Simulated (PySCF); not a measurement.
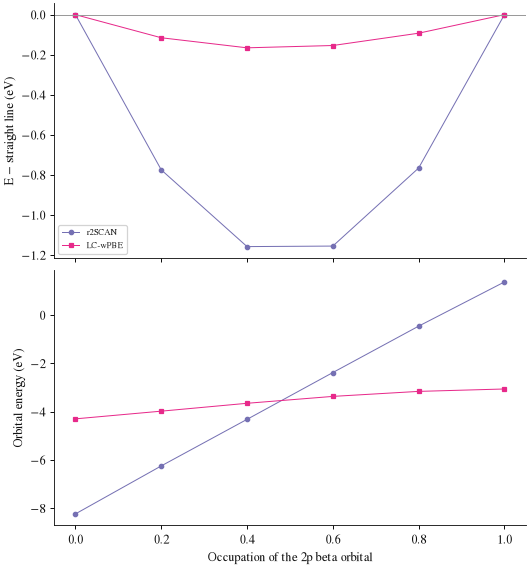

One 2p beta orbital of F⁻ ([Ne]) is emptied in steps. The plot gives the energy less the straight line between the integer ends; the lower panel gives the orbital energy. PySCF, aug-cc-pVDZ, non-relativistic, unrestricted single determinants, no spin-orbit coupling.

Q: What do the curves say about each method?

A: r2SCAN: convex (delocalisation error), largest departure −1.2 eV, removal energy 3.362 eV, orbital energy from 1.37 eV when full to −8.23 eV when empty; LC-wPBE: convex (delocalisation error), largest departure −0.17 eV, removal energy 3.563 eV, orbital energy from −3.06 eV when full to −4.30 eV when empty. The measured removal energy is 3.401 eV. The exact energy is a straight line between whole electron numbers.
